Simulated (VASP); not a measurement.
Consider the following.

```yaml
crystal:
  lattice:
    - [1.96766, -3.40809, 0.00000]
    - [1.96766, 3.40809, 0.00000]
    - [0.00000, 0.00000, 5.10289]
  atoms:
    - { symbol: Ni, position: [0.00000, 0.00000, 0.50000] }
    - { symbol: Ni, position: [0.00000, 0.00000, 0.00000] }
    - { symbol: Sb, position: [0.33333, 0.66667, 0.25000] }
    - { symbol: Sb, position: [0.66667, 0.33333, 0.75000] }
```

Computed with TPSS meta-GGA, VASP's PBE PAW potentials (set 64) (plane waves; VASP). Settings: 520 eV cut-off, 10×10×7 Γ-centred mesh, tetrahedra with Blöchl corrections, potentials Ni Sb.

Unless said otherwise, spin-orbit coupling is left out, though it shifts the bands of the heavy elements here.

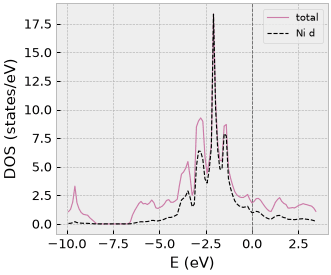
Figure: Total and projected density of states, zero at the Fermi level

Within 2 eV below the Fermi level the largest weight inside VASP's projection spheres is Ni d.

It has no gap at this level: it comes out as a metal or semimetal.

The compound is NiSb in the NiAs type structure. It was relaxed first. The run is not spin-polarised, so no magnetic state was tried.
